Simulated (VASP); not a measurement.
# N on Ni(100): which site?, part 6 of 7

Where does N sit on Ni(100), and how strongly does it bind?

VASP 6.6.1, plane waves and PAW; the level of theory is named at each step.

Still holding for the runs below: The magnetic state follows from one typed start and may not be the lowest.

So far, largest spin moment in the PAW sphere (μB): step 2 (the bulk reference, job relaxation, k-mesh 19×19×19) 0.684; step 4 (surface relaxation) 0.786; step 6 (relaxing the adsorbate, site ontop) 0.775.

## 8. Relaxing the adsorbate, site hollow

Level of this step: RPBE, spin-polarised from a ferromagnetic start; plane waves and PAW (Ni, N) (VASP).

Contents of INCAR:

```
SYSTEM = Ni16N
PREC = Normal
ENCUT = 440
EDIFF = 1E-05
NELM = 120
ISMEAR = 1
SIGMA = 0.15
LREAL = Auto
ALGO = Fast
GGA = RP
NBANDS = 120
ISPIN = 2
MAGMOM = 1 1 1 1 1 1 1 1 1 1 1 1 1 1 1 1 0
LASPH = .TRUE.
LMAXMIX = 4
LORBIT = 11
LWAVE = .FALSE.
LCHARG = .FALSE.
KPAR = 2
NCORE = 2
IBRION = 2
NSW = 50
ISIF = 2
EDIFFG = -0.03
POTIM = 0.4
MAXMIX = 40
IDIPOL = 3
LDIPOL = .TRUE.
DIPOL = 0.5 0.5 0.511
```

Contents of POSCAR:

```
Ni16N
1.0
    5.0272167418      0.0000000000      0.0000000000
    0.0000000000      5.0272167418      0.0000000000
    0.0000000000      0.0000000000     20.3321685729
Ni N
16 1
Selective dynamics
Direct
    0.2500000000      0.2500000000      0.3688735900  F F F
    0.7500000000      0.2500000000      0.3688735900  F F F
    0.2500000000      0.7500000000      0.3688735900  F F F
    0.7500000000      0.7500000000      0.3688735900  F F F
    0.0000000000      0.0000000000      0.4562912000  F F F
    0.5000000000      0.0000000000      0.4562912000  F F F
    0.0000000000      0.5000000000      0.4562912000  F F F
    0.5000000000      0.5000000000      0.4562912000  F F F
    0.2500000000      0.2500000000      0.5453232500  T T T
    0.7500000000      0.2500000000      0.5453232500  T T T
    0.2500000000      0.7500000000      0.5453232500  T T T
    0.7500000000      0.7500000000      0.5453232500  T T T
    0.0000000000      0.0000000000      0.6298322300  T T T
    0.5000000000      0.0000000000      0.6298322300  T T T
    0.0000000000      0.5000000000      0.6298322300  T T T
    0.5000000000      0.5000000000      0.6298322300  T T T
    0.2500000000      0.2500000000      0.6863928500  T T T
```

Contents of KPOINTS:

```
Automatic mesh
0
Gamma
5 5 1
0 0 0
```

PAW data sets: Ni and N (PBE family, release 64).

Command:

```console
$ mpirun -np 4 vasp_std
```

What it wrote:

```text
[... set-up lines as in an earlier step ...]
 entering main loop
       N       E                     dE             d eps       ncg     rms          rms(c)
DAV:   1     0.120320342209E+04    0.12032E+04   -0.64429E+04  2880   0.131E+03
DAV:   2     0.374874043201E+02   -0.11657E+04   -0.10896E+04  2880   0.313E+02
DAV:   3    -0.881096875496E+02   -0.12560E+03   -0.10982E+03  3184   0.131E+02
DAV:   4    -0.964667940881E+02   -0.83571E+01   -0.80510E+01  3144   0.322E+01
[...]
RMM:  41    -0.805968467129E+02   -0.93675E-04   -0.30333E-06  1590   0.352E-03    0.676E-03
RMM:  42    -0.805968697212E+02   -0.23008E-04   -0.61606E-07  1138   0.212E-03    0.380E-03
RMM:  43    -0.805968794425E+02   -0.97213E-05   -0.44856E-07  1153   0.205E-03
   1 F= -.80596879E+02 E0= -.80600226E+02  d E =-.805969E+02  mag=    10.4915
[... from here on, the cycles between the ionic steps are left out ...]
   2 F= -.81299338E+02 E0= -.81304951E+02  d E =-.702459E+00  mag=     9.9895
   3 F= -.81588132E+02 E0= -.81594190E+02  d E =-.991252E+00  mag=     9.3091
[...]
9 F= -.81817378E+02 E0= -.81823230E+02  d E =-.333666E-01  mag=     9.2094
  10 F= -.81829819E+02 E0= -.81835823E+02  d E =-.124409E-01  mag=     9.2878
  11 F= -.81831576E+02 E0= -.81837701E+02  d E =-.141979E-01  mag=     9.3170
  12 F= -.81839188E+02 E0= -.81845432E+02  d E =-.761194E-02  mag=     9.2679
  13 F= -.81842747E+02 E0= -.81849167E+02  d E =-.111713E-01  mag=     9.2232
  14 F= -.81840065E+02 E0= -.81847045E+02  d E =-.848958E-02  mag=     9.1327
  15 F= -.81843293E+02 E0= -.81849871E+02  d E =-.117172E-01  mag=     9.1916
  16 F= -.81847209E+02 E0= -.81854179E+02  d E =-.391588E-02  mag=     9.1850
  17 F= -.81848838E+02 E0= -.81856317E+02  d E =-.554469E-02  mag=     9.1763
  18 F= -.81850272E+02 E0= -.81858122E+02  d E =-.143480E-02  mag=     9.0786
  19 F= -.81850553E+02 E0= -.81858264E+02  d E =-.171530E-02  mag=     9.1087
  20 F= -.81850558E+02 E0= -.81858287E+02  d E =-.172064E-02  mag=     9.1046
  21 F= -.81850569E+02 E0= -.81858289E+02  d E =-.173148E-02  mag=     9.1062
  22 F= -.81850580E+02 E0= -.81858319E+02  d E =-.110974E-04  mag=     9.1038
 trial-energy change:   -0.000011  1 .order   -0.000252   -0.000448   -0.000056
 step:   2.8336(harm=  2.8336)  dis= 0.00688  next Energy=   -81.850825 (dE=-0.256E-03)
 reached required accuracy - stopping structural energy minimisation
```

Elapsed: 20 min, on 4 MPI ranks of Intel Xeon Platinum 8559C (Emerald Rapids), shared host; peak memory 1.5 GiB.

OUTCAR, selected parts (step 8):

```text
  Total       -5.8957437     -5.8957437     -2.6283959      0.0000000      0.0000000      0.0000000
  in kB      -18.3827406    -18.3827406     -8.1952545      0.0000000      0.0000000      0.0000000
  external PRESSURE =     -14.9869119 kB  Pullay stress =       0.0000000 kB

 POSITION                                       TOTAL-FORCE (eV/Angst)
 -----------------------------------------------------------------------------------
      1.25680      1.25680      7.50000        -0.000000     -0.000000      0.330214
      3.77041      1.25680      7.50000        -0.000000     -0.000000      0.302196
      1.25680      3.77041      7.50000        -0.000000     -0.000000      0.302196
      3.77041      3.77041      7.50000        -0.000000     -0.000000      0.351028
      0.00000      0.00000      9.27739        -0.015618     -0.015618     -0.335398
      2.51361      0.00000      9.27739         0.015618     -0.015618     -0.335398
      0.00000      2.51361      9.27739        -0.015618      0.015618     -0.335398
      2.51361      2.51361      9.27739         0.015618      0.015618     -0.335398
      1.25680      1.25680     11.03187        -0.000000     -0.000000      0.011116
      3.77041      1.25680     11.03376        -0.000000     -0.000000      0.001196
      1.25680      3.77041     11.03376        -0.000000     -0.000000      0.001196
      3.77041      3.77041     11.07969        -0.000000     -0.000000      0.008331
      5.00524      5.00524     12.85357         0.004080      0.004080      0.010758
      2.53558      5.00524     12.85357        -0.004080      0.004080      0.010758
[...]
-----------------------------------------------------------------------------------
    total drift:                                0.000000      0.000000     -0.016707

  FREE ENERGIE OF THE ION-ELECTRON SYSTEM (eV)
  ---------------------------------------------------
  free  energy   TOTEN  =       -81.8505801912 eV

  energy  without entropy=      -81.8737979998  energy(sigma->0) =      -81.85831946

 magnetization (x)
# of ion       s       p       d       tot
------------------------------------------
    1       -0.006  -0.020   0.770   0.744
    2       -0.004  -0.020   0.775   0.750
    3       -0.004  -0.020   0.775   0.750
    4       -0.003  -0.021   0.782   0.758
    5       -0.006  -0.026   0.730   0.698
    6       -0.006  -0.026   0.730   0.698
    7       -0.006  -0.026   0.730   0.698
    8       -0.006  -0.026   0.730   0.698
    9       -0.006  -0.018   0.642   0.618
   10       -0.007  -0.018   0.749   0.724
   11       -0.007  -0.018   0.749   0.724
   12       -0.003  -0.018   0.613   0.592
   13       -0.001  -0.007   0.229   0.221
[...]
--------------------------------------------------
tot         -0.067  -0.269   9.692   9.356

[... 3 parts as in an earlier step ...]

[... 1 further part left out ...]
[key lines of the parts left out:]
E-fermi :   0.2504
```

Step by step:

```
step  energy less that of the first step (eV)  largest force (eV/Å)
   1                                   0.0000                3.5431
   2                                  -0.7025                2.5220
   3                                  -0.9913                0.8136
   4                                  -0.9924                0.8030
   5                                  -1.1128                0.6480
   6                                  -1.1861                0.4958
   7                                  -1.1871                0.4782
   8                                  -1.2120                0.2640
   9                                  -1.2205                0.2197
  10                                  -1.2329                0.1873
  11                                  -1.2347                0.2387
  12                                  -1.2423                0.1109
  13                                  -1.2459                0.0831
  14                                  -1.2432                0.2245
  15                                  -1.2464                0.0991
  16                                  -1.2503                0.0781
  17                                  -1.2520                0.0972
  18                                  -1.2534                0.0521
  19                                  -1.2537                0.0652
  20                                  -1.2537                0.0607
  21                                  -1.2537                0.0631
  22                                  -1.2537                0.0122
```

The atoms that moved most (Å):

```
atom      dx      dy      dz  length
 N17   0.000   0.000  -0.744   0.744
Ni15  -0.022   0.022   0.048   0.057
Ni14   0.022  -0.022   0.048   0.057
Ni13  -0.022  -0.022   0.048   0.057
Ni16   0.022   0.022   0.048   0.057
 Ni9   0.000   0.000  -0.056   0.056
Ni10   0.000   0.000  -0.054   0.054
Ni11   0.000   0.000  -0.054   0.054
```

The relaxed structure:

```xyz
17
Lattice="5.0272 0.0000 0.0000 0.0000 5.0272 0.0000 0.0000 0.0000 20.3322" Properties=species:S:1:pos:R:3
Ni    1.2568    1.2568    7.5000
Ni    3.7704    1.2568    7.5000
Ni    1.2568    3.7704    7.5000
Ni    3.7704    3.7704    7.5000
Ni    0.0000    0.0000    9.2774
Ni    2.5136    0.0000    9.2774
Ni    0.0000    2.5136    9.2774
Ni    2.5136    2.5136    9.2774
Ni    1.2568    1.2568   11.0319
Ni    3.7704    1.2568   11.0338
Ni    1.2568    3.7704   11.0338
Ni    3.7704    3.7704   11.0797
Ni   -0.0220   -0.0220   12.8536
Ni    2.5356   -0.0220   12.8536
Ni   -0.0220    2.5356   12.8536
Ni    2.5356    2.5356   12.8536
N     1.2568    1.2568   13.2115
```

The run ended after 22 ionic steps, 1.254 eV below its first step, once the forces on the free atoms met EDIFFG = -0.03.

## 9. Potential and states with the adsorbate, site hollow

Edit INCAR of step 8 so:

```diff
@@ -3,3 +3,3 @@
 ENCUT = 440
-EDIFF = 1E-05
+EDIFF = 1E-06
 NELM = 120
@@ -20,10 +20,7 @@
 NCORE = 2
-IBRION = 2
-NSW = 50
-ISIF = 2
-EDIFFG = -0.03
-POTIM = 0.4
-MAXMIX = 40
 IDIPOL = 3
 LDIPOL = .TRUE.
-DIPOL = 0.5 0.5 0.511
+DIPOL = 0.5 0.5 0.509
+LVHAR = .TRUE.
+LVACPOTAV = .TRUE.
+NEDOS = 1500
```

Contents of POSCAR:

```
Ni16N
1.0
    5.0272167418      0.0000000000      0.0000000000
    0.0000000000      5.0272167418      0.0000000000
    0.0000000000      0.0000000000     20.3321685729
Ni N
16 1
Selective dynamics
Direct
    0.2500000000      0.2500000000      0.3688735900  F F F
    0.7500000000      0.2500000000      0.3688735900  F F F
    0.2500000000      0.7500000000      0.3688735900  F F F
    0.7500000000      0.7500000000      0.3688735900  F F F
    0.0000000000      0.0000000000      0.4562912000  F F F
    0.5000000000      0.0000000000      0.4562912000  F F F
    0.0000000000      0.5000000000      0.4562912000  F F F
    0.5000000000      0.5000000000      0.4562912000  F F F
    0.2500000000      0.2500000000      0.5425819430  T T T
    0.7500000000      0.2500000000      0.5426748793  T T T
    0.2500000000      0.7500000000      0.5426748793  T T T
    0.7500000000      0.7500000000      0.5449342362  T T T
    0.9956290255      0.9956290255      0.6321790324  T T T
    0.5043709745      0.9956290255      0.6321790324  T T T
    0.9956290255      0.5043709745      0.6321790324  T T T
    0.5043709745      0.5043709745      0.6321790324  T T T
    0.2500000000      0.2500000000      0.6497810721  T T T
```

KPOINTS is that of step 8.

Command:

```console
$ mpirun -np 4 vasp_std
```

What it wrote:

```text
[... set-up lines as in an earlier step ...]
 entering main loop
       N       E                     dE             d eps       ncg     rms          rms(c)
DAV:   1     0.121576015165E+04    0.12158E+04   -0.64485E+04  2880   0.131E+03
DAV:   2     0.413215998386E+02   -0.11744E+04   -0.10965E+04  2880   0.314E+02
DAV:   3    -0.891266727569E+02   -0.13045E+03   -0.11636E+03  3192   0.133E+02
DAV:   4    -0.971221238298E+02   -0.79955E+01   -0.77806E+01  3152   0.325E+01
[...]
RMM:  53    -0.818508762907E+02   -0.13039E-05   -0.30036E-08  1609   0.606E-04    0.968E-04
RMM:  54    -0.818508772949E+02   -0.10042E-05   -0.22376E-08  1442   0.530E-04    0.338E-04
RMM:  55    -0.818508774977E+02   -0.20285E-06   -0.37084E-09  1105   0.422E-04
 [... a notice as in an earlier step ...]

   1 F= -.81850877E+02 E0= -.81858613E+02  d E =0.232059E-01  mag=     9.1050
```

It took 3.9 min on 4 MPI ranks; peak memory 1.4 GiB.

Parts of OUTCAR (step 9):

```text
  Total       -5.8337852     -5.8337852     -2.5657548      0.0000000     -0.0000000      0.0000000
  in kB      -18.1895560    -18.1895560     -7.9999415      0.0000000     -0.0000000      0.0000000
  external PRESSURE =     -14.7930178 kB  Pullay stress =       0.0000000 kB

 POSITION                                       TOTAL-FORCE (eV/Angst)
 -----------------------------------------------------------------------------------
      1.25680      1.25680      7.50000        -0.000000     -0.000000      0.329610
      3.77041      1.25680      7.50000         0.000000      0.000000      0.302023
      1.25680      3.77041      7.50000        -0.000000     -0.000000      0.302023
      3.77041      3.77041      7.50000         0.000000      0.000000      0.350820
      0.00000      0.00000      9.27739        -0.015625     -0.015625     -0.335773
      2.51361      0.00000      9.27739         0.015625     -0.015625     -0.335773
      0.00000      2.51361      9.27739        -0.015625      0.015625     -0.335773
      2.51361      2.51361      9.27739         0.015625      0.015625     -0.335773
      1.25680      1.25680     11.03187         0.000000      0.000000      0.008060
      3.77041      1.25680     11.03376        -0.000000      0.000000     -0.001831
      1.25680      3.77041     11.03376         0.000000     -0.000000     -0.001831
      3.77041      3.77041     11.07969         0.000000      0.000000      0.019851
      5.00524      5.00524     12.85357         0.003524      0.003524      0.010621
      2.53558      5.00524     12.85357        -0.003524      0.003524      0.010621
[...]
-----------------------------------------------------------------------------------
    total drift:                                0.000000      0.000000     -0.009471

  FREE ENERGIE OF THE ION-ELECTRON SYSTEM (eV)
  ---------------------------------------------------
  free  energy   TOTEN  =       -81.8508774977 eV

  energy  without entropy=      -81.8740833975  energy(sigma->0) =      -81.85861280

 magnetization (x)
# of ion       s       p       d       tot
------------------------------------------
    1       -0.006  -0.020   0.770   0.744
    2       -0.004  -0.020   0.775   0.750
    3       -0.004  -0.020   0.775   0.750
    4       -0.003  -0.021   0.783   0.758
    5       -0.006  -0.026   0.730   0.698
    6       -0.006  -0.026   0.730   0.698
    7       -0.006  -0.026   0.730   0.698
    8       -0.006  -0.026   0.730   0.698
    9       -0.006  -0.018   0.642   0.618
   10       -0.007  -0.018   0.749   0.724
   11       -0.007  -0.018   0.749   0.724
   12       -0.003  -0.018   0.613   0.592
   13       -0.001  -0.007   0.229   0.221
[...]
--------------------------------------------------
tot         -0.067  -0.269   9.692   9.357

[... 2 parts as in an earlier step ...]

[... 1 further part left out ...]
[key lines of the parts left out:]
E-fermi :   0.2510
```

The planar average of the electrostatic potential oscillates, so the rows of the table below give means over windows of 2 Å about each position, cut where the curve ends. Its maxima inside the range that stand out by 2 % of the span (Å: eV): 8.4: -1.81, 10.2: -2.05, 12.0: -1.60. Its minima: 7.5: -17.0, 9.3: -17.1, 11.0: -17.0, 12.9: -19.2.

Zero at the Fermi level. Table of planar average of the electrostatic potential by height; means over each step:

```
height (Å)  planar average of the electrostatic potential (eV)
         0                                                4.73
         2                                                4.71
         4                                                4.69
         6                                                2.55
         8                                               -9.07
        10                                               -9.89
        12                                              -10.00
        14                                               -1.03
        16                                                4.91
        18                                                4.93
        20                                                4.93
```

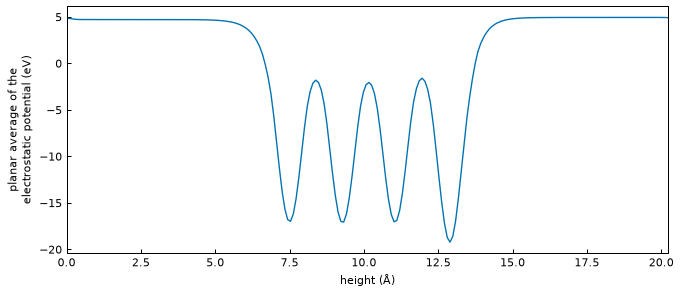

Planar average of the electrostatic potential against height.

The map of layer states is cut here 0.5 eV above the Fermi level, so it leaves out the states above that.

At the end the adsorbate's closest contact with the slab is N-Ni at 1.84 Å, 1.81 Å to the side of the slab's atom, and its lowest atom lies 0.36 Å above the highest atom of the slab.

The vacuum level lies 4.93 eV above the Fermi level at the upper face; the two faces differ by 0.23 eV, the step that the slab's dipole of 0.032 e·Å makes.

VASP counts the dipole in electrons times Å, so a positive number points the physical dipole along −c.

The program found no field-free point at its default tolerance, but its printed level agrees with the flat part of the planar average.

On this mesh the fine structure of the density of states is sampling noise, and high empty states may be cut by the number of bands.

(Continued in part 7 of 7.)

[Lines on the potential files, build, host, timing and source positions are cut from VASP's logs without a mark.]

[Logs are printed without paths, hosts, clocks, repeated set-up lines and the standing remarks that a program may print on its own settings, such as how far it seeks lower states.]

[Hosts, paths, dates, database ids (printed as entryN), source tags and the programs' standing remarks are cut or masked in the printed files.]

[Runs that stopped without an error message from VASP are left out.]
